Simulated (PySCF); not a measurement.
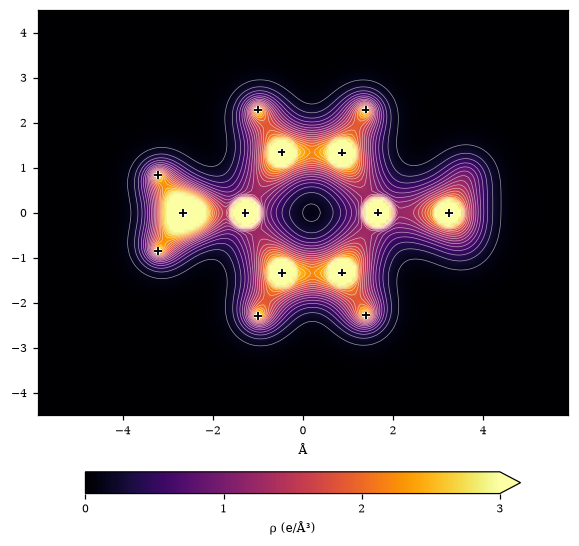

The electron density on a plane through atoms (crosses mark nuclei in the plane).

Method: PySCF 2.14.0, PBE0/pcSseg-1, SCF density, gas phase, non-relativistic.

Candidates:
A. C$_{3}$H$_{2}$F$_{3}$N$_{3}$Si (SMILES N#C[Si](N)(C#N)C(F)(F)F)
B. C$_{3}$H$_{9}$FO$_{3}$Si$_{3}$ (SMILES O=C(O)[SiH2]/C(F)=C/[SiH2]O[SiH3])
C. C$_{5}$H$_{9}$B$_{2}$N (SMILES CB1C=CB(N)C=C1)

Which candidate gave the map?

Candidate C: C$_{5}$H$_{9}$B$_{2}$N on the plane of atoms B5, N6 and H15, which holds C, B, N and H. C–C (1.34 Å): the density is about 2.2 e/Å³ at the midpoint. B–N (1.39 Å): ρ is about 2 e/Å³ halfway.
